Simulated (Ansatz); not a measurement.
The calculation's input:

```
crystal:
  periodic: [false, false, false]
  atoms:
    - { symbol: Si, position_ang: [0.0, 0.0, 0.0] }
    - { symbol: H, position_ang: [0.0, 0.0, 1.46] }
    - { symbol: H, position_ang: [1.3768, 0.0, -0.4862] }
    - { symbol: O, position_ang: [-0.7913, 1.3709, -0.5594] }
    - { symbol: Si, position_ang: [-2.4002, 1.4263, -1.0396] }
    - { symbol: H, position_ang: [-3.2124, 0.6421, -0.1138] }
    - { symbol: H, position_ang: [-2.862, 2.8114, -1.0378] }
    - { symbol: H, position_ang: [-2.5267, 0.8736, -2.385] }
    - { symbol: C, position_ang: [-0.8808, -1.5259, -0.6227] }
    - { symbol: H, position_ang: [-1.3804, -2.0377, 0.2261] }
    - { symbol: H, position_ang: [-1.6409, -1.2332, -1.3768] }
    - { symbol: H, position_ang: [-0.1449, -2.2146, -1.0879] }
basis:
  gaussian: { orbitals: def2-SVP }
hamiltonian:
  xc: pbe
relax:
  f_tol: 0.02
  max_steps: 40
output:
  orbitals: {}
```

Launched as:

```sh
ansatz run input.yaml --threads 2 --pin off --max-ram 3072MiB --backend cpu --events-out ev --progress --plain --runs-dir out
```

The fields are those of the run's last geometry, not of the input's.

All numbers below come from Ansatz, RKS PBE/def2-SVP.

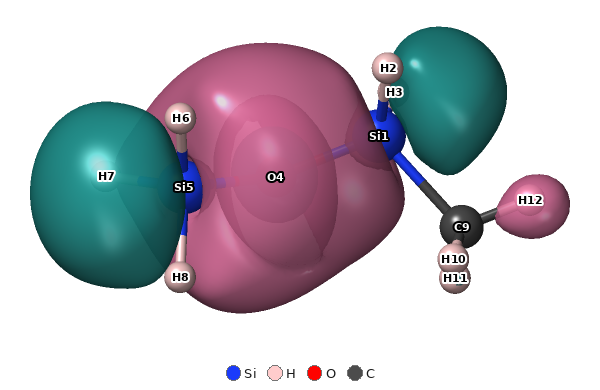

CH$_{8}$OSi$_{2}$. The LUMO at ±0.08 Å⁻³ᐟ² (teal and pink are the two phases), seen at a tilt.

### What is the character of this orbital?

By Hirshfeld shares it lies mainly on Si5 (about 40 %), Si1 (about 20 %) and O4 (about 15 %). Its energy is −0.40 eV.
